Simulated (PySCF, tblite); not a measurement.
**C₅H₉F₃N radical: geometry, infrared bands and EPR parameters**

Wanted: the infrared bands and EPR parameters of C₅H₉F₃N radical (`[CH2]NC(C)(C)C(F)(F)F`), by calculation.

Programs: tblite 0.8.0 and PySCF 2.14.0, with density-fitted response routines of our own. Each step states its level of theory. These are calculated values for one molecule in the gas phase, unless marked as measured. Atoms count from 0, in the outputs and in this text.

## (1) The molecule as given

18 atoms, charge 0, multiplicity 2; geometry from: force field or distance geometry start.

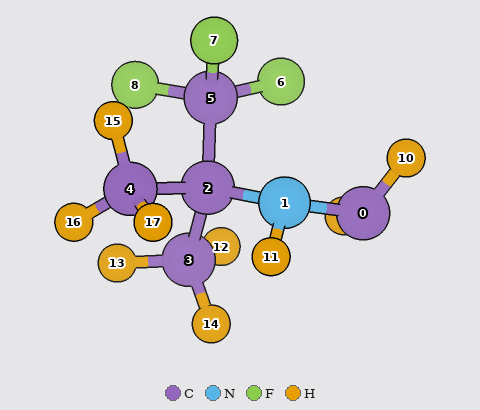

As it starts; carbon purple, nitrogen blue, fluorine green, hydrogen amber, atoms numbered; sticks join atoms by distance.

## (2) Geometry optimisation with GFN2-xTB

What the job is given:

```
{"job": {"kind": "relax", "xc": "GFN2-xTB", "basis": "xTB"}, "charge": 0, "multiplicity": 2}
C      1.931500     0.833500     0.500600
N      0.659000     0.247100     0.867100
C     -0.155700    -0.086700    -0.264800
C      0.498000    -1.057300    -1.213400
C     -1.374100    -0.836500     0.304400
C     -0.675600     1.163700    -0.907300
F      0.289600     2.029200    -1.372000
F     -1.428200     1.802200     0.090600
F     -1.470900     0.804600    -1.978700
H      2.034100     0.764700    -0.573900
H      1.929000     1.863000     0.877000
H      0.753000    -0.626000     1.443600
H      1.066500    -0.518200    -1.972000
H     -0.288900    -1.654700    -1.708000
H      1.185900    -1.742000    -0.696900
H     -2.219500    -0.126100     0.408700
H     -1.645500    -1.667600    -0.376100
H     -1.096800    -1.186700     1.294800
```

On the command line:

```
$ OMP_NUM_THREADS=1 python probes_run.py task.json out
```

One launch serves the whole session: the jobs run in the order shown.

The program printed:

```text
step      E/eV     max force
  0    -879.12695    2.274
  1    -879.47426    1.489
  2    -879.65713    0.998
  3    -879.75004    0.722
  4    -879.83752    0.651
  5    -879.89145    0.898
  6    -879.95815    0.657
  7    -879.99419    0.589
  8    -880.02211    0.428
  9    -880.04607    0.593
 10    -880.07606    0.626
 11    -880.10649    0.389
 12    -880.13253    0.424
 13    -880.15686    0.445
 14    -880.18354    0.575
 15    -880.20649    0.424
 16    -880.22560    0.347
 17    -880.24568    0.357
 18    -880.27234    0.374
 19    -880.30590    0.395
 20    -880.32913    0.741
 21    -880.34025    0.743
 22    -880.35953    0.385
 23    -880.36831    0.340
 24    -880.37622    0.160
 25    -880.38169    0.128
 26    -880.38314    0.110
 27    -880.38566    0.149
 28    -880.38844    0.148
 29    -880.39110    0.130
 30    -880.39440    0.159
 31    -880.39859    0.154
 32    -880.40361    0.190
 33    -880.40892    0.187
 34    -880.41449    0.164
 35    -880.42100    0.196
 36    -880.42938    0.179
 37    -880.43791    0.208
 38    -880.44288    0.456
 39    -880.44294    0.479
 40    -880.44951    0.131
 41    -880.45102    0.102
 42    -880.45415    0.134
 43    -880.45708    0.160
 44    -880.46144    0.169
 45    -880.46526    0.139
 46    -880.46893    0.122
 47    -880.47260    0.122
 48    -880.47633    0.115
 49    -880.47970    0.148
 50    -880.48273    0.213
 51    -880.48468    0.178
 52    -880.48821    0.150
 53    -880.49065    0.126
 54    -880.49220    0.166
 55    -880.49397    0.148
 56    -880.49613    0.113
 57    -880.49783    0.132
 58    -880.49899    0.082
 59    -880.50064    0.116
 60    -880.50227    0.096
 61    -880.50368    0.084
 62    -880.50488    0.061
 63    -880.50581    0.095
 64    -880.50672    0.108
 65    -880.50756    0.115
 66    -880.50822    0.096
 67    -880.50873    0.051
 68    -880.50912    0.036
 69    -880.50935    0.044
 70    -880.50969    0.045
 71    -880.50992    0.035
 72    -880.51013    0.031
 73    -880.51037    0.031
 74    -880.51068    0.041
 75    -880.51097    0.038
 76    -880.51119    0.031
 77    -880.51135    0.026
 78    -880.51150    0.029
 79    -880.51170    0.044
 80    -880.51194    0.052
 81    -880.51218    0.045
 82    -880.51235    0.027
 83    -880.51244    0.019
 84    -880.51250    0.017
 85    -880.51256    0.021
 86    -880.51264    0.024
 87    -880.51273    0.020
 88    -880.51281    0.016
 89    -880.51288    0.026
 90    -880.51295    0.020
 91    -880.51307    0.023
 92    -880.51326    0.031
 93    -880.51352    0.037
 94    -880.51382    0.043
 95    -880.51413    0.049
 96    -880.51442    0.049
 97    -880.51477    0.075
 98    -880.51522    0.079
 99    -880.51554    0.069
100    -880.51578    0.032
101    -880.51595    0.031
102    -880.51614    0.046
103    -880.51627    0.036
104    -880.51642    0.035
105    -880.51649    0.016
106    -880.51654    0.027
107    -880.51659    0.017
108    -880.51668    0.038
109    -880.51682    0.031
110    -880.51699    0.025
111    -880.51711    0.031
112    -880.51722    0.027
113    -880.51734    0.023
114    -880.51745    0.016
115    -880.51752    0.016
116    -880.51756    0.013
117    -880.51758    0.014
118    -880.51761    0.011
119    -880.51766    0.021
120    -880.51772    0.017
121    -880.51777    0.021
122    -880.51782    0.021
123    -880.51789    0.025
124    -880.51798    0.035
125    -880.51808    0.028
126    -880.51816    0.019
127    -880.51820    0.017
128    -880.51822    0.016
129    -880.51825    0.017
130    -880.51829    0.018
131    -880.51833    0.018
132    -880.51836    0.018
133    -880.51838    0.014
134    -880.51840    0.011
135    -880.51841    0.009
```

It took 0.72 s on 1 thread of AMD EPYC 9R45, shared host.

Relaxation path: (not every step is listed)

```
step  energy from step 0 (eV)  largest force (eV/Å)
   0                   0.0000                2.2741
   1                  -0.3473                1.4890
   2                  -0.5302                0.9981
   3                  -0.6231                0.7216
   4                  -0.7106                0.6510
   5                  -0.7645                0.8980
   6                  -0.8312                0.6570
   7                  -0.8672                0.5892
   8                  -0.8952                0.4277
  20                  -1.2022                0.7405
  32                  -1.2767                0.1903
  44                  -1.3345                0.1687
  56                  -1.3692                0.1128
  68                  -1.3822                0.0359
  80                  -1.3850                0.0518
  92                  -1.3863                0.0310
 104                  -1.3895                0.0349
 116                  -1.3906                0.0132
 128                  -1.3913                0.0163
 130                  -1.3913                0.0177
 131                  -1.3914                0.0176
 132                  -1.3914                0.0178
 133                  -1.3914                0.0142
 134                  -1.3915                0.0106
 135                  -1.3915                0.0089
```

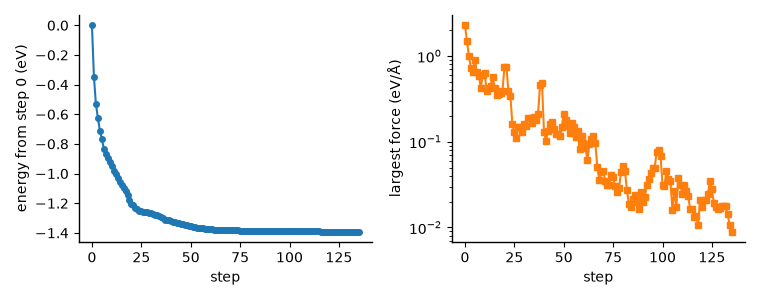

Energy and force, step by step.

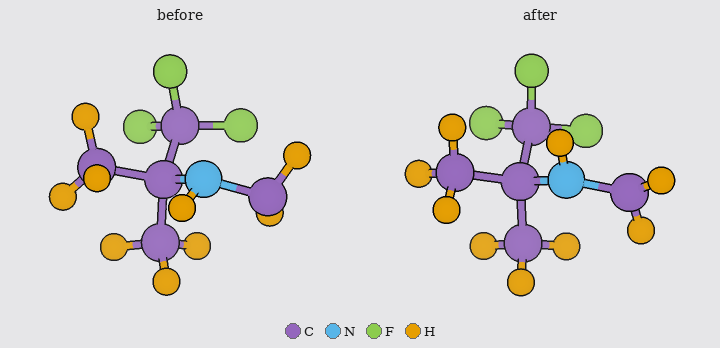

Before and after, at one scale.

Distances of close pairs at the start and the end, largest changes first:

```
  bond  before (Å)  after (Å)  change (Å)
 C5–F7       1.404      1.345      -0.059
 C0–N1       1.448      1.391      -0.057
 C2–C5       1.499      1.552      +0.053
 C5–F6       1.377      1.337      -0.040
N1–H11       1.050      1.012      -0.038
 C5–F8       1.382      1.344      -0.038
C0–H10       1.096      1.071      -0.025
 C2–C3       1.506      1.529      +0.023
```

The end geometry stands in the next job.

## (3) Harmonic vibrations with GFN2-xTB

What the job is given:

```
{"job": {"kind": "ir", "xc": "GFN2-xTB", "basis": "xTB"}, "charge": 0, "multiplicity": 2}
C      1.892599     0.934327     0.477296
N      0.695161     0.287478     0.766714
C     -0.197170    -0.165942    -0.277090
C      0.534069    -1.018005    -1.315272
C     -1.332467    -0.959964     0.376097
C     -0.829309     1.048546    -1.007346
F      0.065641     1.791714    -1.667166
F     -1.449211     1.873378    -0.144748
F     -1.754730     0.678754    -1.909224
H      2.482739     0.564214    -0.334681
H      2.376963     1.413023     1.303470
H      0.198249     0.713994     1.538644
H      1.231441    -0.417275    -1.892036
H     -0.184654    -1.462183    -1.998847
H      1.080338    -1.806545    -0.806300
H     -1.882095    -0.337014     1.079187
H     -2.025012    -1.326213    -0.376959
H     -0.911310    -1.805970     0.911847
```

The program printed:

```text
mode    cm-1     km/mol
  1      49.7      0.66
  2      82.7      1.10
  3     164.0      1.78
  4     182.6      0.45
  5     205.3      0.92
  6     217.3      0.69
  7     247.0      6.98
  8     282.3      0.70
  9     316.3      4.49
 10     327.0      6.57
 11     360.6      2.37
 12     409.5      8.05
 13     462.1     20.95
 14     473.1     51.63
 15     521.3     12.28
 16     544.5      2.81
 17     567.1      3.20
 18     677.1    100.81
 19     712.7      0.84
 20     849.1      2.28
 21     965.2      4.02
 22     975.0      5.24
 23    1009.4     13.29
 24    1057.0    195.93
 25    1067.9    117.91
 26    1076.6    211.16
 27    1106.0    205.04
 28    1189.8      2.56
 29    1212.2      4.26
 30    1237.2     17.16
 31    1300.1     14.30
 32    1358.4     24.05
 33    1399.0     13.56
 34    1415.9     14.63
 35    1443.7     33.54
 36    1472.1      2.62
 37    1482.0      1.76
 38    1485.8      4.79
 39    1495.2     12.37
 40    3033.8     15.64
 41    3048.6      4.36
 42    3054.2     16.00
 43    3055.6      8.60
 44    3059.0      7.30
 45    3060.3     20.64
 46    3150.1     24.05
 47    3197.6     33.66
 48    3396.0      0.77
```

Run time: 0.5 s. Hardware: 1 thread of AMD EPYC 9R45, shared host.

Which atoms move in the most intense modes:

```
cm⁻¹  km/mol                                atoms
 473    51.6           H9 39 %, H10 23 %, C0 21 %
 677   100.8                    H11 57 %, N1 22 %
1057   195.9                     C5 46 %, F8 10 %
1068   117.9                     C5 41 %, H9 10 %
1077   211.2                     C5 57 %, F7 13 %
1106   205.0                     C5 53 %, F6 15 %
1444    33.5  C0 22 %, N1 21 %, H9 17 %, H11 16 %
3198    33.7           H9 54 %, H10 35 %, C0 10 %
```

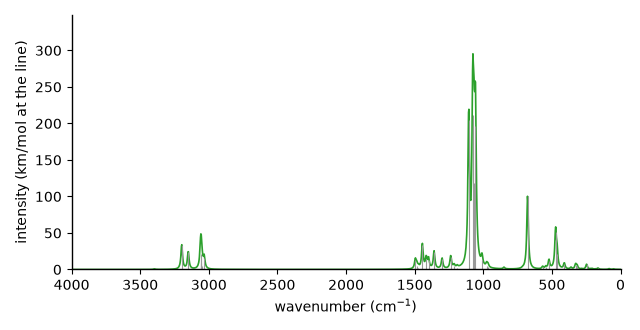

The infrared spectrum from these modes, unscaled. Lines are broadened to a width of 14 cm⁻¹ (Lorentzian).

## (4) g tensor and hyperfine couplings: B3LYP/pcH-1

Same as in step 3 but for these lines:

```diff
@@ -1,2 +1,2 @@
-{"job": {"kind": "ir", "xc": "GFN2-xTB", "basis": "xTB"}, "charge": 0, "multiplicity": 2}
+{"job": {"kind": "epr", "basis": "pcH-1"}, "charge": 0, "multiplicity": 2}
 C      1.892599     0.934327     0.477296
```

Level: UKS B3LYP, pcH-1 on C F H N, non-relativistic, mean-field spin-orbit, GIAO.

The program printed:

```text
UKS, coarse grid
  cycle   1  E = -550.05034692  |g| = 7.06e-01
  cycle   2  E = -549.85239595  |g| = 1.10e+00
  cycle   3  E = -550.22233620  |g| = 6.99e-02
  cycle   4  E = -550.22389382  |g| = 4.19e-02
  cycle   5  E = -550.22468652  |g| = 5.40e-03
  cycle   6  E = -550.22470312  |g| = 3.17e-03
  cycle   7  E = -550.22470800  |g| = 1.11e-03
  cycle   8  E = -550.22470883  |g| = 6.35e-04
UKS, final grid
  cycle   1  E = -550.22472156  |g| = 9.00e-04
  cycle   2  E = -550.22472112  |g| = 1.43e-03
  cycle   3  E = -550.22472186  |g| = 8.11e-05
  cycle   4  E = -550.22472186  |g| = 2.54e-05
E = -550.22472186 Eh   <S^2> = 0.7533 (exact 0.7500)
g shifts (ppm)      1          2          3
  rmc          -176       -176       -176
  gc              8         47         40
  oz_so         -57        564        981
  total        -225        435        845
hyperfine (MHz)  atom isotope    a_iso     a_fc   dipolar eigenvalues
    0   13C     114.26     114.26    -71.06    -70.17    141.23
    1   14N      15.04      15.04    -12.28    -11.82     24.09
    2   13C      10.48      10.48     -2.33     -1.53      3.86
    3   13C       4.20       4.20     -0.96     -0.58      1.54
    4   13C       2.06       2.06     -0.69     -0.34      1.03
    5   13C      28.13      28.13     -1.93     -0.66      2.59
    6   19F      62.12      62.12    -12.21    -12.01     24.22
    7   19F      -1.51      -1.51     -2.08     -1.26      3.34
    8   19F      35.48      35.48     -9.25     -9.08     18.33
    9    1H     -37.02     -37.02    -33.73     -0.48     34.20
   10    1H     -43.96     -43.96    -33.81     -0.64     34.45
   11    1H      -3.14      -3.14    -13.36     -5.97     19.33
   12    1H      -0.32      -0.32     -2.77     -2.48      5.25
   13    1H      -1.16      -1.16     -1.29     -1.23      2.53
   14    1H       0.25       0.25     -2.40     -2.14      4.53
   15    1H      -0.29      -0.29     -1.81     -1.58      3.39
   16    1H      -0.89      -0.89     -1.15     -0.92      2.07
   17    1H       0.07       0.07     -2.26     -1.62      3.88
```

It took 66 s on 1 thread of AMD EPYC 9R45, shared host; peak memory 1 GiB.

Principal g values 2.00209, 2.00275, 2.00316; g(iso) = 2.00267, against 2.00232 for a free electron.

Mean a(iso) over the nuclei that a row names, and the largest dipolar term of the row (other rows stand at the frozen geometry):

```
                      nuclei  isotope  a(iso) (MHz)  a(iso) (G, at g = 2.0023)  largest dipolar term (MHz)
                          C0      13C         114.3                       40.8                       141.2
                     H9, H10       1H         -40.5                      -14.4                        34.5
                  F6, F7, F8      19F          32.0                       11.4                        24.2
                          C5      13C          28.1                       10.0                         2.6
                          N1      14N          15.0                        5.4                        24.1
                          C2      13C          10.5                        3.7                         3.9
                         H11       1H          -3.1                       -1.1                        19.3
                      C3, C4      13C           3.1                        1.1                         1.5
H12, H13, H14, H15, H16, H17       1H          -0.4                       -0.1                         5.3
```

Mulliken spin populations:

C0 0.89; N1 0.16; C2 0.00; C3 0.00; C4 0.00; C5 0.02; F6 0.00; F7 0.00; F8 0.00; H9 -0.03; H10 -0.04; H11 0.00; H12 0.00; H13 0.00; H14 0.00; H15 0.00; H16 0.00; H17 0.00

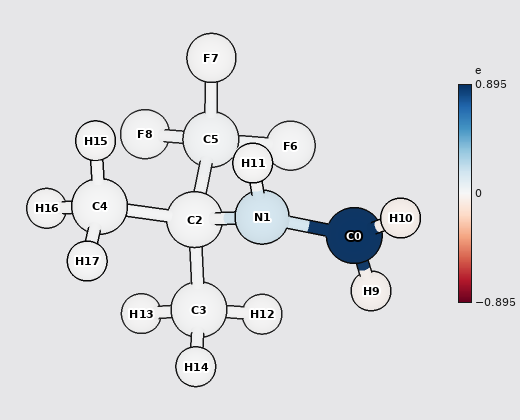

Mulliken spin populations, as colours on the atoms.

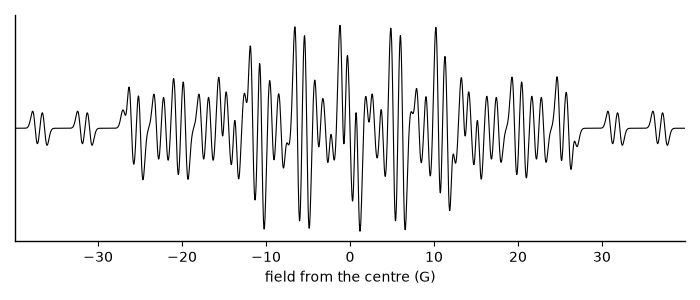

First-order isotropic spectrum (first derivative, main isotopes with spin only, couplings over 0.8 MHz, Gaussian width 0.3 G; couplings of the frozen geometry, rotation of groups not averaged beyond the rows shown).

Orbitals, density, ELF and potential are computed afterwards from the orbital file.

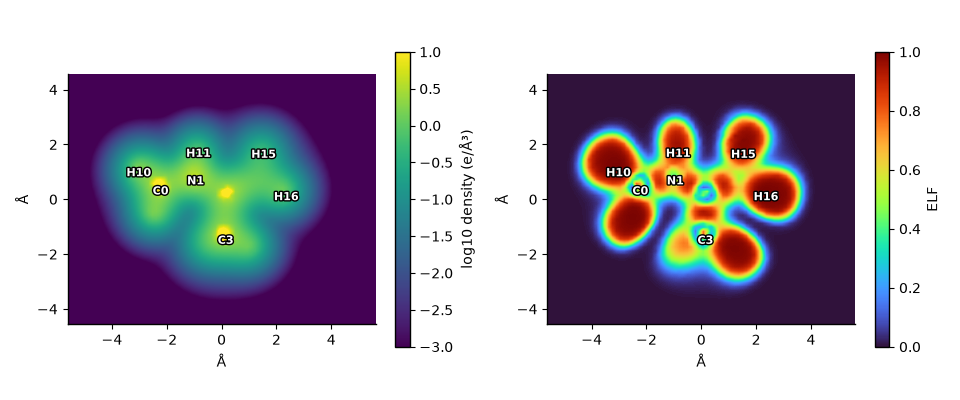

Density (left) and ELF (right) in a plane through or near 7 of the atoms.

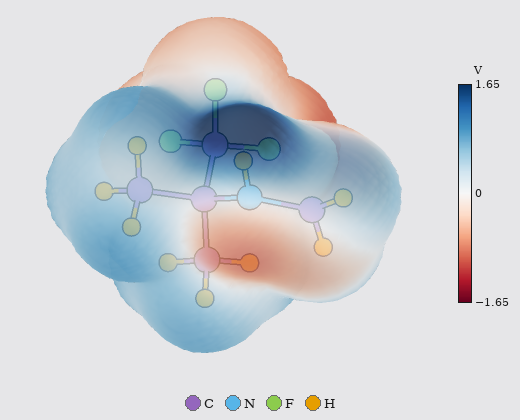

The potential that a unit positive charge feels on the 0.002 e/bohr³ surface, from -1.00 V near C0 to 1.65 V near H11.

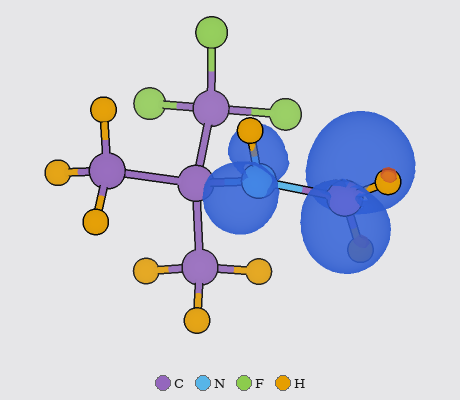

Spin density at ±0.04 e/Å³ (alpha excess blue, beta excess red).

## (5) What came out

| quantity | value |
| --- | --- |
| strongest single infrared mode (GFN2-xTB) | 1077 cm⁻¹, 211 km/mol |
| zero-point energy (GFN2-xTB) | 85.0 kcal/mol |
| g(iso) (B3LYP) | 2.00267 |
| ⟨S²⟩ | 0.753 (exact 0.75) |
| largest a(iso) (averaged by class) | 13C on C0, 114.3 MHz |
| surface potential, least and greatest | -1.00 V and 1.65 V |

In words: Relaxing lowered the energy by 1.391 eV in 135 steps; the close pair that moved most is C5–F7, from 1.404 to 1.345 Å. No mode is imaginary among the 48: a minimum at this level. The strongest single mode, at 1077 cm⁻¹, moves mainly C5. GFN2-xTB is a fitted tight-binding method: band positions and strengths are rough. Its intensities can rank the bands wrongly. Most of the unpaired spin sits on C0 (0.89 e). The isotropic g lies 0.4 ppt above the free-electron value.
